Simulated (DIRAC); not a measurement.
# Two attempts at SnCl+

Wanted: the energy of SnCl+, PBE0/dyall-v2z (DC-SSSS, basis special Cl:aug-cc-pVDZ, uncontracted yes).

Program for the calculation: DIRAC 26.1 (patched).

### 1 The system as given

SnCl+ has 2 atoms, charge +1, and is taken as a singlet. The shape was relaxed beforehand at HF/X2C-1eSO.

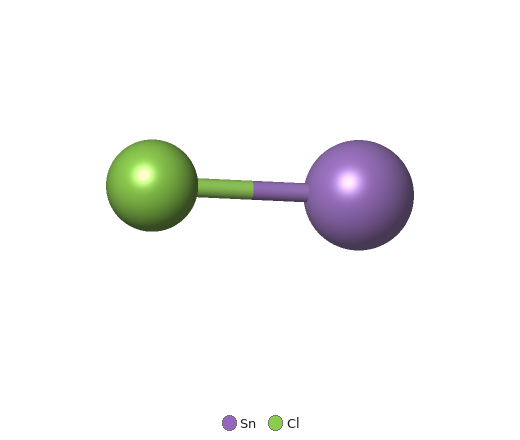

Viewed from a chosen angle; tin purple, chlorine green.

### 2 First attempt

The input, mol.mol:

```
DIRAC
ClSn
basis from the library
C   2  1           A
       50.    1
Sn        0.00000000      0.00000000      0.00000000
LARGE BASIS dyall.v2z
       17.    1
Cl        0.00000000      0.00000000      4.27375379
LARGE BASIS aug-cc-pVDZ
FINISH
```

The input, run.inp:

```
! Kramers-restricted calculation
**DIRAC
.WAVE FUNCTION
.PROPERTIES
**HAMILTONIAN
.DOSSSS
.DFT
PBE0
**INTEGRALS
.NUCMOD
 1
*READIN
.UNCONTRACT
**WAVE FUNCTION
.SCF
*SCF
.MAXITR
 50
**PROPERTIES
.DIPOLE
*END OF
```

Started as:

```bash
pam --inp=run.inp --mol=mol.mol --noarch --mw=163 --aw=368
```

The program printed:

```text
*************************************************************************
    ********************* DIRAC: No title specified !!! *********************
    *************************************************************************

 Jobs in this run:
   * Wave function
   * Properties

    **************************************************************************
    ************************** General DIRAC set-up **************************
    **************************************************************************

   CODATA Recommended Values of the Fundamental Physical Constants: 2022
 * The speed of light :        137.035999177
 * Running in four-component mode
 * Direct evaluation of the following two-electron integrals:
   - LL-integrals
   - SL-integrals
   - SS-integrals
   - GT-integrals
 * Spherical transformation embedded in MO-transformation
   for large components
 * Transformation to scalar RKB basis embedded in
   MO-transformation for small components
 * Thresholds for linear dependence:
   Large components:   1.00D-06
   Small components:   1.00D-08
 * General print level   :   0

[... 113 lines left out ...]
  Nuclear repulsion energy                       :    105.247202123546 Hartree
[... 101 lines left out ...]
 - Dipole (and multipole) origin (a.u.) :   0.000000000000000   0.000000000000000   0.000000000000000
[... 54 lines left out ...]
 ***** SCF CONVERGENCE CRITERIA *****
 * Convergence on norm of error vector (gradient).
[... 1 line left out ...]
   Allowed convergence:1.000D-06
[... 8 lines left out ...]
   Weight of old matrix    : 0.250
[... 23 lines left out ...]
 Dipole moment
[... 121 lines left out ...]
* Convergence on norm of error vector (gradient).
[... 3 lines left out ...]
* ERGVAL - convergence in total energy
[... 1 line left out ...]
* EVCVAL - convergence in error vector (gradient)
[... 10 lines left out ...]
* No convergence after   50 iterations
[... 10 lines left out ...]
   Other contributions to the total energy
[... 5 lines left out ...]
                               WARNING from EIGCHK
[... 43 lines left out ...]
* Occupation in fermion symmetry E1
  * Inactive orbitals
      1/2  1/2  1/2  3/2  1/2  1/2  1/2  1/2  1/2  3/2  1/2  3/2  1/2  3/2  5/2  1/2  1/2  3/2
      1/2  1/2  1/2  1/2  1/2  3/2  1/2  3/2  1/2  3/2  5/2  1/2  3/2  1/2  1/2
  * Virtual orbitals
      1/2  3/2  1/2  1/2  1/2  3/2  1/2  3/2  5/2  1/2  3/2  3/2  5/2  1/2  1/2  3/2  1/2  1/2
      1/2  3/2  1/2  1/2  1/2  3/2  1/2  1/2  3/2  3/2  5/2  1/2  1/2  3/2  1/2  1/2  3/2  3/2
      1/2  5/2  1/2  3/2  1/2  1/2  1/2  3/2  1/2  3/2  5/2  1/2  1/2  3/2  1/2  1/2  3/2  1/2
      3/2  1/2  3/2  5/2  1/2  1/2  1/2  1/2  3/2  1/2  3/2  1/2  3/2  5/2  1/2  1/2  3/2  1/2
      1/2  3/2  1/2  5/2  3/2  1/2  1/2  3/2  1/2  1/2  3/2  1/2  1/2  1/2  3/2  1/2  5/2  3/2
      1/2  1/2  3/2  1/2  1/2  1/2  1/2  3/2  1/2  3/2  1/2  5/2  3/2  1/2  1/2  3/2  1/2  1/2
      1/2  3/2  1/2  5/2  3/2  1/2  1/2  3/2  1/2  1/2  1/2  1/2  3/2  1/2  1/2  1/2  1/2  1/2
      3/2  1/2  1/2  1/2  1/2  1/2  3/2  1/2  1/2  1/2  1/2  1/2

* Occupation of subblocks
                       E1 :   1/2  3/2  5/2
  closed shells (f=1.0000):   22    9    2
 virtual shells (f=0.0000):   86   41   11
tot.num. of pos.erg shells:  108   50   13

* HOMO - LUMO gap:

    E(LUMO) :    -0.64040015 au (symmetry E1 )
  - E(HOMO) :    -0.81864872 au (symmetry E1 )
  ------------------------------------------
    gap     :     0.17824857 au

 ERROR, SCF not converged, Dirac stops!

  --- SEVERE ERROR, PROGRAM WILL BE ABORTED ---

 SCF not converged

 ====  below this line is the stderr stream  ====

  --- SEVERE ERROR, PROGRAM WILL BE ABORTED ---
 SCF not converged
STOP 1000

  --- SEVERE ERROR, PROGRAM WILL BE ABORTED ---
STOP 1000
```

Wall time 8.7 min (1 thread of Arm Neoverse V2, shared host); peak memory 0.12 GiB.

### 3 What went wrong

No converged result was reached.

The telling line is `SCF not converged`. The fault: numbers in bohr are read as ångström, which stretches the molecule by 1.89. Among its listed settings the sound run differs in this, and the input shows the rest: SCF iteration cap 80 in place of 50.

### 4 The mended input

The input, ClSn.mol:

```
DIRAC
ClSn
basis from the library
C   2  1           A
       50.    1
Sn        0.00000000      0.00000000      0.00000000
LARGE BASIS dyall.v2z
       17.    1
Cl        0.00000000      0.00000000      2.26157311
LARGE BASIS aug-cc-pVDZ
FINISH
```

run.inp: that of step 2 with these lines changed.

```diff
@@ -1,2 +1,2 @@
-! Kramers-restricted calculation
+! ClSn
 **DIRAC
@@ -17,3 +17,3 @@
 .MAXITR
- 50
+ 80
 **PROPERTIES
```

Started as:

```bash
pam --inp=run.inp --mol=ClSn.mol --noarch --mw=163 --aw=368
```

The program printed, cut to the lines that bear on the results:

```text
*************************** Hamiltonian defined ***************************
[...]
 * Kohn-Sham calculation using the xc functional: PBE0
[...]
   Total charge of atoms =  67
[...]
 * Number of fermion irreps: 1
[...]
It.    1    -3828.615971220      0.00D+00  0.00D+00  0.00D+00               0.20579702s   Atom. scrpot
[...]
It.   14    -6640.320849720      9.09D-11  2.49D-07  7.19D-08   DIIS   9    7.57900000s   LL SL SS
[...]
* Convergence after   14 iterations.
[...]
                                   TOTAL ENERGY
                                   ------------
   Charge of molecule : 1
   Electronic energy                        :    -6839.2092371761701
   Other contributions to the total energy
   Nuclear repulsion energy                 :      198.8883874562870
[...]
   Total energy                             :    -6640.3208497198830
[...]
  * Closed shell, f = 1.0000
   -1069.302997454  ( 2)       -162.491193057  ( 2)       -151.675670268  ( 2)       -143.191753830  ( 2)       -102.317739189  ( 2)
     -31.972243005  ( 2)        -27.569433329  ( 2)        -26.007353335  ( 2)        -18.253362554  ( 2)        -17.932152488  ( 2)
      -9.814598582  ( 2)         -7.522080939  ( 2)         -7.460593431  ( 2)         -5.467308152  ( 2)         -3.983695006  ( 2)
      -3.699756699  ( 2)         -1.367608928  ( 2)         -1.329484515  ( 2)         -1.060078133  ( 2)         -0.719742569  ( 2)
[...]
* HOMO - LUMO gap:
    E(LUMO) :    -0.33877752 au (symmetry E1 )
  - E(HOMO) :    -0.55679369 au (symmetry E1 )
  ------------------------------------------
    gap     :     0.21801617 au
[...]
* Dipole moment:
          Electronic               Nuclear                  Total
          contribution             contribution             contribution
----------------------------------------------------------------------------
x         0.00000000 Debye         0.00000000 Debye         0.00000000 Debye
y         0.00000000 Debye         0.00000000 Debye         0.00000000 Debye
z       -22.85919162 Debye        20.33348431 Debye        -2.52570731 Debye
----------------------------------------------------------------------------
[...]
```

Run time: 2.5 min. Hardware: 1 thread of Arm Neoverse V2, shared host; peak memory 0.11 GiB.

### 5 Outcome

At PBE0/dyall-v2z (DC-SSSS, basis special Cl:aug-cc-pVDZ, uncontracted yes):

| quantity | value |
| --- | --- |
| total energy | -6640.32085 Eh |
| HOMO energy | -15.15 eV |
| LUMO energy | -9.22 eV |
| HOMO–LUMO gap | 5.93 eV |
